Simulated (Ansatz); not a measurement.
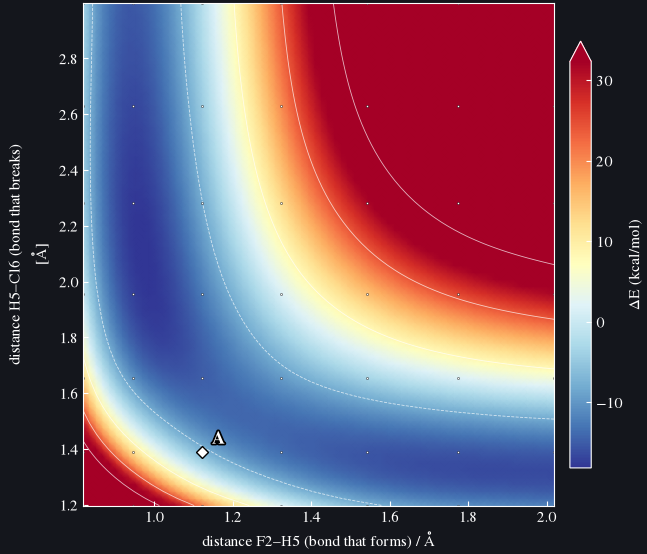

The reacting system CH₄AlClF₂. Coordinates scanned: (1) distance F2–H5 (bond that forms); (2) distance H5–Cl6 (bond that breaks). Relaxed at each point: all other coordinates. The scan uses a 7 × 7 grid. Points are written as (first, second). Energies: kcal/mol, counted from a guessed transition structure relaxed with its forming and breaking bonds held. The reference is spin-restricted, so regions where a bond is pulled apart into radicals lie too high. Theory: RKS B3LYP-D4/def2-SVP in Ansatz 0.2.0.

In the figure: a smooth colour map with a few white contour lines, dots at the grid points, one colour for all values above the top of the scale, the point A. Between grid points the surface is interpolated.

> Which way does the force act at A, and how strong is it?

A, at (1.123 Å, 1.389 Å), is not a stationary point. The computed force is 59 kcal/mol for each Å towards larger values of the first coordinate and 76 kcal/mol for each Å towards larger values of the second coordinate.
